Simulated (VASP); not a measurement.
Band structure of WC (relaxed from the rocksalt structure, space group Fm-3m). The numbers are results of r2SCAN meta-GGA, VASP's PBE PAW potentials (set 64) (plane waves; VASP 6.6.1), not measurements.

Unless said otherwise, spin-orbit coupling is left out, though it shifts the bands of the heavy elements here.

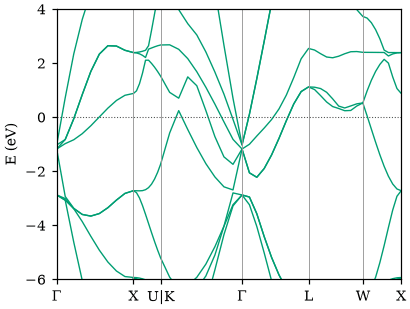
Fig. 1. Bands along high-symmetry lines, zero at the valence-band maximum or, without a gap, the Fermi level

Read the plot: is there a gap, and where are the band edges?

It has no gap at this level: it comes out as a metal or semimetal.

The structure was generated: WC was put into the rocksalt type (Fm-3m), which need not be its known phase. It was relaxed first, which changed the volume by -13 %. VASP warned that the highest band is occupied, so more bands are needed.
